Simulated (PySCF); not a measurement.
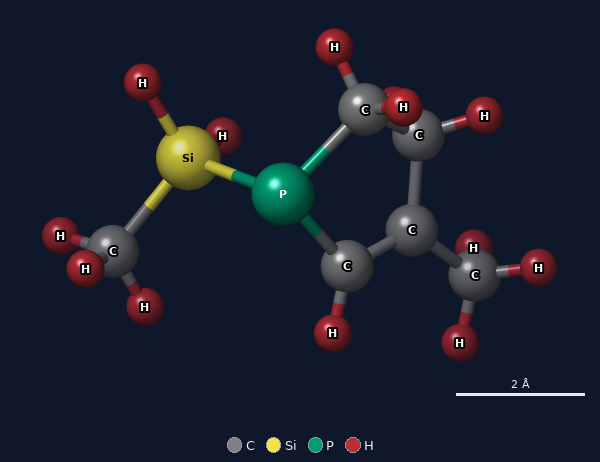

**Figure 1.** The structure (ball-and-stick view, seen at a tilt). Bond lengths as drawn: C–C 1.33 to 1.53 Å, C–H 1.08 to 1.10 Å, C–P 1.81 to 1.87 Å, C–Si 1.90 Å, H–Si 1.47 Å and P–Si 2.25 Å.

C$_{6}$H$_{13}$PSi: NMR shielding calculation

System: C$_{6}$H$_{13}$PSi, SMILES C[SiH2]P1C=C(C)CC1.
Method: GIAO PBE0/pcSseg-1 NMR shielding, non-relativistic, gas phase (PySCF 2.14.0).

The geometry comes from this level: GFN2-xTB. Figures and captions count atoms from 1; the log counts them from 0 in places.

Log:
```
coarse grid: 17824 points
cycle   1  E = -866.6055555510  dE =  7.805e-01  |g| = 4.751e-01  |ddm| = 4.155e+00
cycle   2  E = -866.5869464548  dE =  1.861e-02  |g| = 5.416e-01  |ddm| = 9.695e-01
cycle   3  E = -866.6652026276  dE = -7.826e-02  |g| = 5.506e-02  |ddm| = 6.140e-01
cycle   4  E = -866.6659256418  dE = -7.230e-04  |g| = 2.593e-02  |ddm| = 1.190e-01
cycle   5  E = -866.6660947196  dE = -1.691e-04  |g| = 6.326e-03  |ddm| = 3.284e-02
cycle   6  E = -866.6661030350  dE = -8.315e-06  |g| = 3.130e-03  |ddm| = 9.256e-03
final grid: 160936 points
cycle   7  E = -866.7143533987  dE = -2.732e-05  |g| = 1.167e-02  |ddm| = 3.612e-02
cycle   8  E = -866.7143038285  dE =  4.957e-05  |g| = 1.786e-02  |ddm| = 3.041e-02
cycle   9  E = -866.7143886018  dE = -8.477e-05  |g| = 2.323e-03  |ddm| = 2.007e-02
cycle  10  E = -866.7143899476  dE = -1.346e-06  |g| = 2.728e-04  |ddm| = 2.242e-03
cycle  11  E = -866.7143899648  dE = -1.716e-08  |g| = 1.102e-04  |ddm| = 5.166e-04
cycle  12  E = -866.7143899679  dE = -3.104e-09  |g| = 2.793e-05  |ddm| = 1.627e-04
cycle  13  E = -866.7143899681  dE = -2.085e-10  |g| = 5.180e-06  |ddm| = 3.510e-05
```

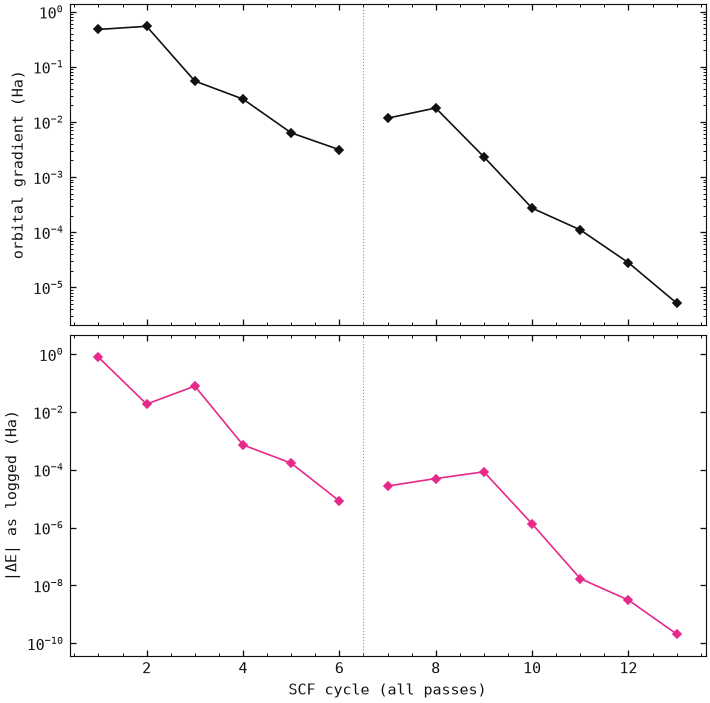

**Figure 2.** Convergence of the self-consistent field: orbital gradient and size of the energy change against the SCF cycle. The dotted line marks the change from a coarse to the final integration grid. The first 6 cycles use a coarse grid, the final grid takes over at cycle 7, and the field converges after 13 cycles in all.

```
converged SCF energy = -866.7143899681

GIAO shielding tensors (ppm)
atom      isotropic    diamagn.    paramagn.     s11        s22        s33       span
  0 C      195.049     252.771     -57.722    189.723    196.416    199.008      9.286
  1 Si     399.846     881.382    -481.536    370.934    386.014    442.588     71.654
  2 P      410.428     968.532    -558.104    303.656    412.494    515.134    211.478
  3 C       60.781     261.642    -200.861    -32.814     80.746    134.411    167.225
  4 C       26.958     263.668    -236.709    -81.240     31.605    130.509    211.749
  5 C      164.041     244.955     -80.914    147.892    156.280    187.952     40.060
  6 C      144.088     249.125    -105.037    114.212    146.843    171.210     56.998
  7 C      162.516     253.877     -91.361    132.594    170.965    183.988     51.394
  8 H       31.612      32.596      -0.984     26.364     30.641     37.832     11.468
  9 H       31.493      29.738       1.755     26.757     29.218     38.505     11.747
 10 H       31.429      28.037       3.391     26.260     27.860     40.167     13.908
 11 H       27.420      30.915      -3.495     22.917     27.618     31.726      8.809
 12 H       27.520      30.496      -2.976     23.752     25.769     33.038      9.286
 13 H       25.959      35.350      -9.391     24.097     26.276     27.505      3.408
 14 H       29.748      27.549       2.199     25.468     27.776     36.001     10.533
 15 H       29.514      29.464       0.049     24.868     28.757     34.917     10.050
 16 H       29.903      28.980       0.923     25.965     28.074     35.669      9.704
 17 H       28.990      32.025      -3.035     25.612     27.635     33.724      8.112
 18 H       29.310      31.360      -2.050     24.283     28.463     35.182     10.899
 19 H       29.762      31.909      -2.146     25.658     27.557     36.072     10.414
 20 H       29.395      31.483      -2.089     23.093     27.865     37.226     14.133
```

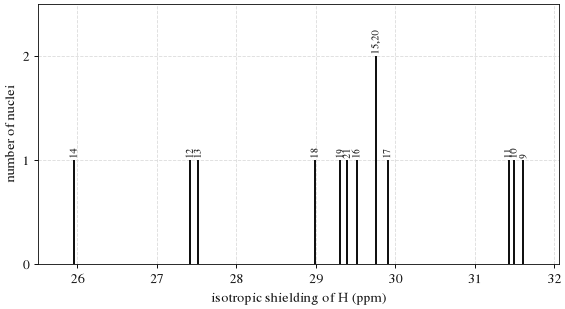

**Figure 3.** Isotropic shieldings of the hydrogen nuclei in this fixed geometry, labelled by atom number; shielding grows to the right, so chemical shift grows to the left. The least shielded is H14 (26.0 ppm), the most shielded H9 (31.6 ppm).

This output came from the following input.

The input:
```
{"job": {"kind": "nmr", "xc": "PBE0", "basis": "pcSseg-1"}, "charge": 0, "multiplicity": 1}
C      3.229076     0.030631    -0.834649
Si     1.985199    -0.748900     0.368892
P      0.703467     0.928663     1.153809
C     -0.333614     1.167403    -0.311732
C     -1.446196     0.438655    -0.336661
C     -2.475708     0.456714    -1.416741
C     -1.621213    -0.508997     0.819468
C     -0.674903    -0.062054     1.934186
H      2.731718     0.438456    -1.710173
H      3.772655     0.840743    -0.357111
H      3.952803    -0.702971    -1.173981
H      1.278751    -1.843310    -0.319146
H      2.675840    -1.329790     1.529027
H     -0.053525     1.878178    -1.072753
H     -3.441717     0.762369    -1.013811
H     -2.195424     1.144485    -2.210635
H     -2.593748    -0.541870    -1.838331
H     -1.371031    -1.521548     0.484710
H     -2.658010    -0.524122     1.162877
H     -0.277979    -0.893758     2.516757
H     -1.195362     0.607966     2.625526
```

The first line tells a small driver script what to run in PySCF; the rest is the geometry in Å.

Launched with:
```bash
OMP_NUM_THREADS=1 python <driver script> task.json out
```

Key numbers:

```json
{"quantity": "outcome", "value": "converged"}
{"quantity": "total energy", "value": "−866.714390 hartree"}
{"quantity": "HOMO", "value": "−6.07 eV"}
{"quantity": "LUMO", "value": "−0.13 eV"}
{"quantity": "dipole moment", "value": "1.81 D"}
{"quantity": "isotropic shielding, C", "value": "27.0 to 195.0 ppm"}
{"quantity": "isotropic shielding, Si", "value": "399.8 ppm"}
{"quantity": "isotropic shielding, P", "value": "410.4 ppm"}
{"quantity": "isotropic shielding, H", "value": "26.0 to 31.6 ppm"}
{"quantity": "hardware", "value": "1 CPU thread, shared host"}
{"quantity": "wall time", "value": "44 s"}
{"quantity": "peak memory", "value": "0.96 GiB"}
```
